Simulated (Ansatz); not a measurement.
# Si2H4F2 (SMILES F[SiH](F)[SiH3]) at MP2/cc-pVDZ

What is the electronic atomisation energy of Si2H4F2 at MP2/cc-pVDZ? 

The calculation is run with Ansatz 0.2.0.

50 further runs of the same task are left out: 50 set aside as unsound or not needed.

### Step 1. The molecule

The species is Si2H4F2 (8 atoms), meant as a singlet with charge 0. As SMILES, `F[SiH](F)[SiH3]`. Geometry: relaxed at PBE0-D4/def2-TZVP.

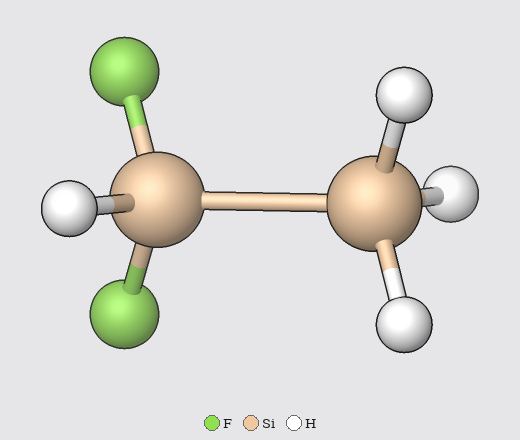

Viewed from a chosen angle; fluorine green, silicon light orange, hydrogen white.

### Step 2. The energy at MP2/cc-pVDZ

File job.yaml:

```yaml
crystal:
  periodic: [false, false, false]
  atoms:
    - {symbol: F, position_ang: [0.971900, -1.046400, 1.729500]}
    - {symbol: Si, position_ang: [1.061800, -0.320500, 0.314000]}
    - {symbol: F, position_ang: [1.618700, -1.392500, -0.725000]}
    - {symbol: Si, position_ang: [-1.075200, 0.372800, -0.346900]}
    - {symbol: H, position_ang: [2.081000, 0.748800, 0.431800]}
    - {symbol: H, position_ang: [-1.595200, 1.352300, 0.642900]}
    - {symbol: H, position_ang: [-0.983200, 1.025300, -1.679300]}
    - {symbol: H, position_ang: [-1.987700, -0.796800, -0.422700]}
basis:
  gaussian:
    orbitals: cc-pVDZ
correlation:
  method: mp2
  frozen_orbitals: {F: 1, H: 0, Si: 5}
accuracy: high
```

On the command line:

```sh
ansatz run job.yaml --threads 1 --pin off --max-ram 3480MiB --events-out events.jsonl --progress --plain --runs-dir runs
```

Output:

```text
Warning: RAYON_NUM_THREADS=1 ignored (pool sized by the plan → 1); use --threads N
Functional definition: HF
  name "HF"
  exchange = exact_x
  correlation = 0
1906 factors; integrals over basis functions are off by at most 3.9e-9 eV
mean field evaluation 1: about -21200.0382 eV, gradient 3.3e1 eV
mean field evaluation 2: about -21200.0906 eV, gradient 3.3e1 eV
mean field evaluation 4: about -21202.5553 eV, gradient 2.4e0 eV
mean field evaluation 8: about -21202.5893 eV, gradient 9.2e-2 eV
mean field evaluation 16: about -21202.5894 eV, gradient 5.7e-9 eV
mean field -21202.58941899 eV, -779.1807895167 hartree, gradient 5.7e-9 eV, S^2 0.000000; 0 other end points of the search recorded, 0 dependent functions left out
12 core orbitals not correlated: weight in the atoms' cores, before any rotation towards them, 1.000 or more for the frozen orbitals, at most 0.000 for the correlated occupied ones
reference -21202.58941899 eV, -779.1807895167 hartree; 13, 13 occupied and 59, 59 virtual orbitals, 1906 factors
second order -15.49105326 eV of doubles, -0.00000000 eV of singles
Total energy: -21218.08047225 eV, -779.7500752237 hartree
```

Wall time 2 s (1 thread of Intel Xeon 6975P-C (Granite Rapids), shared host); peak memory 0.25 GiB.

### Step 3. The F atom

File in.yaml:

```yaml
crystal:
  periodic: [false, false, false]
  atoms:
    - {symbol: F, position_ang: [0.000000, 0.000000, 0.000000]}
basis:
  gaussian: {orbitals: cc-pVDZ}
magnetization: {spin_polarized: true, initial_magnetization: 1}
correlation: {method: mp2, frozen_orbitals: {F: 1}}
accuracy: high
```

Run the same way, it converges to -99.51584 Eh (log not shown).

### Step 4. The H atom: the energy at UHF/cc-pVDZ

File in.yaml:

```yaml
crystal:
  periodic: [false, false, false]
  atoms:
    - symbol: H
      position_ang: [0.000000, 0.000000, 0.000000]
basis:
  gaussian: {orbitals: cc-pVDZ}
total_charge: 0
magnetization: {spin_polarized: true, initial_magnetization: 1}
hamiltonian: {xc: hf}
accuracy: high
```

Run the same way, it converges to -0.49928 Eh (log not shown).

### Step 5. The Si atom

File in.yaml:

```yaml
basis:
  gaussian:
    orbitals: cc-pVDZ
crystal:
  periodic: [false, false, false]
  atoms:
    - {symbol: Si, position_ang: [0.000000, 0.000000, 0.000000]}
magnetization:
  spin_polarized: true
  initial_magnetization: 2
correlation:
  method: mp2
  frozen_orbitals: {Si: 5}
accuracy: high
```

Run the same way, it converges to -288.89501 Eh (log not shown).

### Step 6. Results

Level: MP2/cc-pVDZ, 12 core orbitals frozen.

| quantity | value |
| --- | --- |
| molecule: total energy | -779.75008 Eh |
| molecule: correlation energy (12 core orbitals frozen) | -569.3 mEh |
| F atom: total energy | -99.51584 Eh |
| F atom: correlation energy (1 core orbital frozen) | -140.6 mEh |
| F atom: ⟨S²⟩ of the reference determinant | 0.752 |
| H atom: total energy | -0.49928 Eh |
| H atom: ⟨S²⟩ | 0.750 |
| Si atom: total energy | -288.89501 Eh |
| Si atom: correlation energy (5 core orbitals frozen) | -44.9 mEh |
| Si atom: ⟨S²⟩ of the reference determinant | 2.011 |
| electronic atomisation energy | 25.341 eV |

Taking the molecule apart into free atoms costs 25.34 eV (584 kcal/mol), before zero-point energy and without spin-orbit coupling.
